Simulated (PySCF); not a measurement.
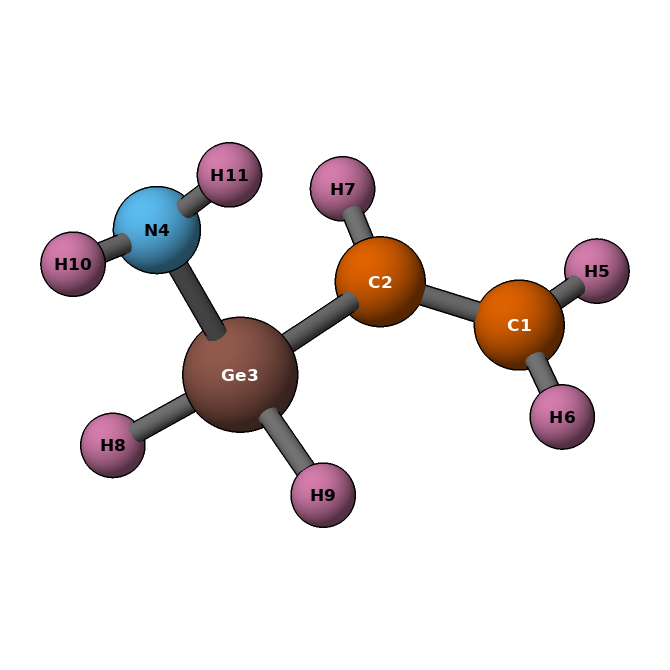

The questions are on IAO charges. The geometry was computed by an optimisation with PBE0-D3(BJ)/def2-SVP. No frequency run is at hand to confirm it as a minimum. Method: PBE0/pcSseg-1, gas phase (PySCF 2.14.0).

List the IAO charges.

| atom | value (e) |
| --- | --- |
| C1 | −0.27 |
| C2 | −0.40 |
| Ge3 | 0.76 |
| N4 | −0.80 |
| H5 | 0.15 |
| H6 | 0.14 |
| H7 | 0.15 |
| H8 | −0.10 |
| H9 | −0.13 |
| H10 | 0.25 |
| H11 | 0.25 |
